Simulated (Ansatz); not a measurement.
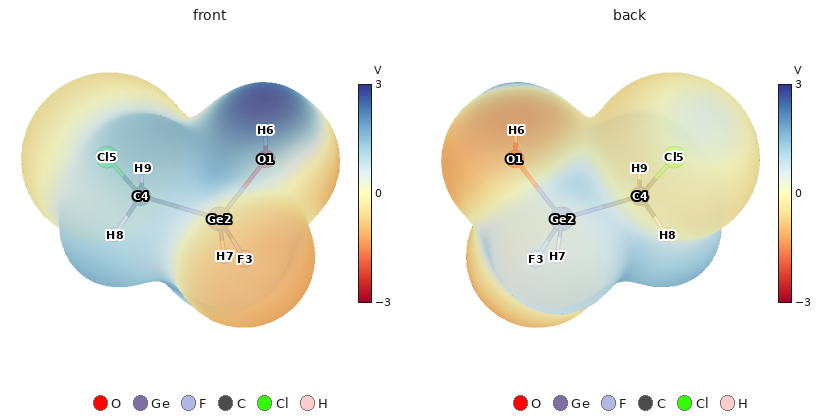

Figure 1: CH$_{4}$ClFGeO (SMILES [OH][GeH]([F])[CH2]Cl). The electrostatic potential painted on the density surface at 0.002 e/bohr³, seen from the front and from behind; red is negative and blue positive.

Level of theory: Ansatz, RKS LDA/def2-mTZVP.

Input file:

```
crystal:
  periodic: [false, false, false]
  atoms:
    - { symbol: O, position_ang: [1.0275, 1.6596, 0.1949] }
    - { symbol: Ge, position_ang: [0.8349, -0.0724, -0.0004] }
    - { symbol: F, position_ang: [1.4835, -0.8583, 1.4007] }
    - { symbol: C, position_ang: [-0.9608, -0.5491, -0.1823] }
    - { symbol: Cl, position_ang: [-1.7166, 0.2195, -1.6369] }
    - { symbol: H, position_ang: [0.4499, 1.9299, 0.9923] }
    - { symbol: H, position_ang: [1.6385, -0.5194, -1.2605] }
    - { symbol: H, position_ang: [-1.0814, -1.6438, -0.2897] }
    - { symbol: H, position_ang: [-1.587, -0.2122, 0.7647] }
basis:
  gaussian: { orbitals: def2-mTZVP }
hamiltonian:
  xc: lda
relax:
  f_tol: 0.015
  max_steps: 40
output:
  orbitals: {}
```

Launched as:

```sh
ansatz run input.yaml --threads 2 --pin off --max-ram 3072MiB --backend cpu --events-out ev --progress --plain --runs-dir out
```

The fields are those of the relaxed geometry.

Describe the electrostatic potential map.

The most negative region (about −1.2 V) lies over O1, the most positive (about +2.8 V) over H6. Cl5 shows a σ-hole: about +0.5 V at the tip opposite its bond, against about −0.3 V on its flanks. O1 is the likeliest acceptor of a hydrogen bond.
